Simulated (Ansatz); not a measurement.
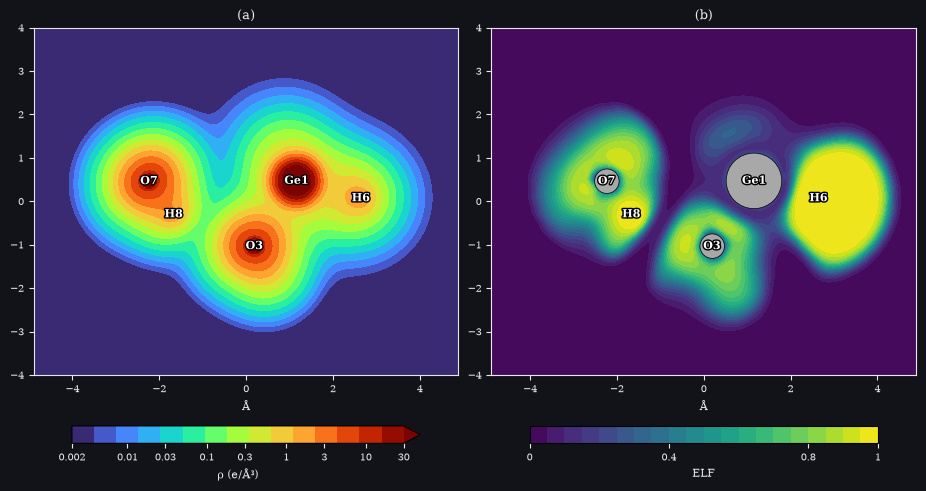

The picture shows: GeH4O···H2O. (a) electron density; (b) ELF on the plane of atoms O3, Ge1 and H6. Grey discs cover the atomic cores in the ELF map.

These are results of RHF/def2-SVP (Ansatz 0.2.0), not measurements.

The calculation's input:

```
crystal:
  periodic: [false, false, false]
  atoms:
    - { symbol: Ge, position_ang: [-0.163744, -0.176902, -0.036594] }
    - { symbol: H, position_ang: [-0.308763, -0.080012, 1.496161] }
    - { symbol: O, position_ang: [1.583064, -0.198765, -0.36563] }
    - { symbol: H, position_ang: [1.909553, -0.930434, -0.865897] }
    - { symbol: H, position_ang: [-0.809447, 1.010957, -0.735904] }
    - { symbol: H, position_ang: [-0.749995, -1.502002, -0.545631] }
    - { symbol: O, position_ang: [1.307564, 1.949917, 1.431943] }
    - { symbol: H, position_ang: [1.975321, 1.537528, 0.89909] }
    - { symbol: H, position_ang: [0.948347, 1.226414, 1.965061] }
basis:
  gaussian: { orbitals: def2-SVP }
hamiltonian:
  xc: hf
relax:
  f_tol: 0.03
  max_steps: 50
output:
  orbitals: {}
```

Run with:

```sh
ansatz run input.yaml --threads 1 --pin off --max-ram 2048MiB --backend cpu --events-out ev --progress --plain --runs-dir out
```

The fields are those of the run's last geometry, not of the input's.

Question: Interpret the plot.

Answer: The plane passes through Ge, O and H nuclei. O3···H8 (2.00 Å): the density falls to about 0.15 e/Å³ on the way; the ELF dips to about 0.05 between them; a closed-shell contact with the geometry of a hydrogen bond. Ge–O (1.78 Å): the density is about 0.92 e/Å³ at the midpoint; the ELF peaks at about 0.85 in the valence shell of O, 0.6 Å from its nucleus, and is about 0.30 at the midpoint. O–H (0.95 Å): ρ is about 3.9 e/Å³ halfway; the ELF climbs to about 1 towards the hydrogen, as it does in any bond to H: an ordinary covalent bond to hydrogen. Ge–H (1.54 Å): the density is about 1 e/Å³ at the midpoint; the ELF climbs to about 1 towards the hydrogen. The ELF also peaks beside O7, away from the bonds: lone-pair regions.
